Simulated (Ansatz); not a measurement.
# How far to go with the SCF threshold: CuPbF6 (P1, 8 atoms in the cell)

```
CELL_PARAMETERS angstrom
      5.05871     0.00000     0.00000
      2.37704     4.47556     0.00000
      0.03228     2.74770     4.75268
ATOMIC_POSITIONS crystal
  Cu 0.00297 0.99354 0.01052
  Pb 0.50000 0.00000 0.50000
  F  0.09708 0.13307 0.24501
  F  0.90292 0.86693 0.75499
  F  0.23819 0.14846 0.76589
  F  0.76181 0.85154 0.23411
  F  0.39936 0.49349 0.25437
  F  0.60064 0.50651 0.74563
```
Moments meant for the start (each program seeds them in its own way; μB, in the order of the atoms Cu Pb F F F F F F): 1.0 0.0 0.0 0.0 0.0 0.0 0.0 0.0.

Level of theory: PBEsol, default PAW files made with PBE (plane waves; Ansatz, a program for electronic structure).

Base settings: basis.ecutwfc = 420 eV; kpoints.mp_grid.grid = 3 4 3; hamiltonian.xc = pbesol; hamiltonian.pseudopotentials = {kind: paw} (the program's default PAW files); magnetization.spin_polarized = true; scf.occupations.method = fermi_dirac; scf.occupations.width = 0.05 eV.

The mesh stays at the base's, so the ladder's end is converged at best in this setting alone.

Only quantities that move along the ladder and can be compared are tabulated.

The count of work is k-points × plane waves × bands × iterations; it is no time. 

The starting cell comes from a database of computed structures (which also holds hypothetical and non-ambient phases and stackings), without a prior relaxation at this level. Its lattice was rescaled by up to half a per cent. One atom was moved a little off its site on purpose. With one magnetic atom in the cell only a parallel order is possible. Ansatz's pressure includes its estimate of the finite-basis (Pulay) stress.

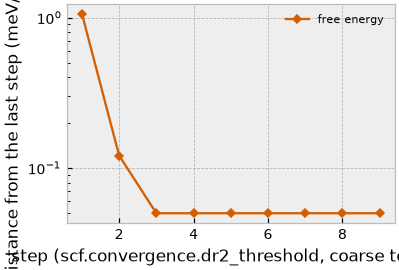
Distance from the last step along the ladder; very small values are drawn at a floor.

| scf.convergence.dr2_threshold | free energy less the last step's (meV/atom) | pressure (GPa) | largest difference of a force vector from the last step's (eV/Å) | count of work / last |
|---|---|---|---|---|
| 0.1 eV | 1.06 | 2.76 | 0.034 | 0.27 |
| 0.01 eV | 0.12 | 2.70 | 0.011 | 0.31 |
| 0.001 eV | 0.01 | 2.68 | 0.003 | 0.38 |
| 0.0001 eV | 0.00 | 2.69 | 0.001 | 0.42 |
| 1e-05 eV | 0.00 | 2.69 | 0.000 | 0.50 |
| 1e-06 eV | 0.00 | 2.69 | 0.000 | 0.58 |
| 1e-07 eV | 0.00 | 2.69 | 0.000 | 0.62 |
| 1e-08 eV | 0.00 | 2.69 | 0.000 | 0.73 |
| 1e-10 eV | 0.00 | 2.69 | 0.000 | 0.85 |
| 1e-12 eV | 0.00 | 2.69 | 0.000 | 1.0 |

Coarsest scf.convergence.dr2_threshold that holds the free energy within 0.5 meV/atom of the last step, with all finer ones: 0.01 eV, at 0.31 of the last step's count of work; the step before is off by 1.1 meV/atom.

Coarsest scf.convergence.dr2_threshold that holds the pressure within 0.05 GPa of the last step, with all finer ones: 0.01 eV, at 0.31 of the last step's count of work; the step before is off by 0.06 GPa.

Coarsest scf.convergence.dr2_threshold that holds the forces within 0.005 eV/Å of the last step, with all finer ones: 0.001 eV, at 0.38 of the last step's count of work; the step before is off by 0.011 eV/Å.

Keys are those of Ansatz 0.2.
